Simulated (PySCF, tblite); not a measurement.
# C₅H₁₁AlO: geometry, infrared bands and NMR shifts

Aim: predict the infrared bands and NMR shifts of C₅H₁₁AlO (`C=CC(C)(C)[O][AlH2]`).

Programs: tblite 0.8.0 and PySCF 2.14.0, with density-fitted response routines of our own. Each step states its level of theory. These are calculated values for one molecule in the gas phase, unless marked as measured. Atoms count from 0, in the outputs and in this text.

### 1 The molecule as given

18 atoms, charge 0, multiplicity 1; geometry from: force field or distance geometry start.

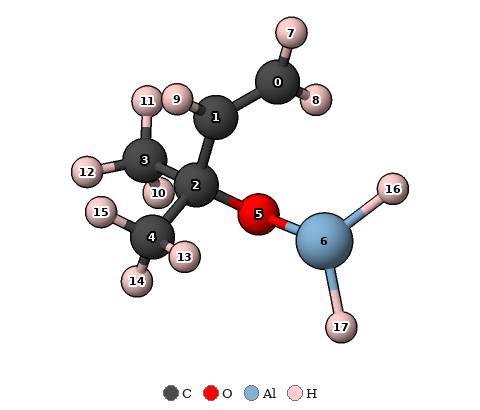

As it starts; carbon dark grey, oxygen red, aluminium light blue, hydrogen pink, atoms numbered; sticks join atoms by distance.

### 2 Relaxing the molecule with GFN2-xTB

What the job is given:

```
{"job": {"kind": "relax", "xc": "GFN2-xTB", "basis": "xTB"}, "charge": 0, "multiplicity": 1}
C      0.342200     2.081800    -0.259100
C     -0.325100     1.030600     0.210200
C     -0.355500    -0.284200    -0.523700
C     -1.681000    -0.307900    -1.287000
C     -0.427500    -1.456400     0.441700
O      0.720100    -0.332300    -1.365000
Al     2.343400    -0.231000    -0.507800
H      0.364800     3.042300     0.304000
H      0.871400     2.038300    -1.219200
H     -0.856400     1.078900     1.191300
H     -1.471300    -0.788000    -2.255500
H     -2.117000     0.699400    -1.351000
H     -2.420800    -0.923300    -0.672400
H      0.481300    -1.510000     1.068700
H     -0.542100    -2.348800    -0.201400
H     -1.335700    -1.407000     1.085400
H      3.117200     1.172700    -0.570700
H      3.283300    -1.548700    -0.629600
```

The run is started by

```console
$ OMP_NUM_THREADS=1 python probes_run.py task.json out
```

One launch serves the whole session: the jobs run in the order shown.

**Question.** This job is followed by: GFN2-xTB harmonic vibrations, gas phase; GIAO PBE0/pcSseg-1 NMR shielding, non-relativistic, gas phase. What will the session give for the following? strongest single infrared mode (GFN2-xTB); zero-point energy (GFN2-xTB); ¹³C shifts against TMS (PBE0/pcSseg-1, means over atoms taken as alike); ¹H shifts against TMS (PBE0/pcSseg-1, means over atoms taken as alike); ¹⁷O shifts against H2O (PBE0/pcSseg-1); ²⁷Al shifts against AlH4- (PBE0/pcSseg-1); surface potential, least and greatest.

The runs gave:

```
                                                               quantity                             value
                              strongest single infrared mode (GFN2-xTB)             1816 cm⁻¹, 441 km/mol
                                           zero-point energy (GFN2-xTB)                     88.4 kcal/mol
¹³C shifts against TMS (PBE0/pcSseg-1, means over atoms taken as alike)      156.3, 116.0, 78.8, 34.5 ppm
 ¹H shifts against TMS (PBE0/pcSseg-1, means over atoms taken as alike)  6.36, 5.78, 5.43, 4.58, 1.40 ppm
                                 ¹⁷O shifts against H2O (PBE0/pcSseg-1)                         127.2 ppm
                              ²⁷Al shifts against AlH4- (PBE0/pcSseg-1)                          91.3 ppm
                                  surface potential, least and greatest                -0.63 V and 2.75 V
```

**Reading.** Over 116 steps the energy fell by 1.486 eV; of the close pairs, O5–Al6 changed most, 1.839 to 1.637 Å. No mode is imaginary among the 48: a minimum at this level. The strongest single mode, at 1816 cm⁻¹, moves mainly H16. GFN2-xTB is a fitted tight-binding method: band positions and strengths are rough. Its intensities can rank the bands wrongly. The most deshielded carbon is C1 (alkene CH), at 156.3 ppm: an sp2 carbon of a C=C bond. H9 (hydrogen on an alkene CH) lies farthest downfield among hydrogen, at 6.36 ppm; attached to an sp2 carbon and in the plane of the double bond. At PBE0/pcSseg-1: Shielding is most anisotropic at C1 (span 236 ppm, paramagnetic term -228 ppm). By nearest atom (PBE0/pcSseg-1), the HOMO sits on C0, C1 about 28 % each; O5 9 % and the LUMO on Al6 44 %; H16, H17 about 18 % each.
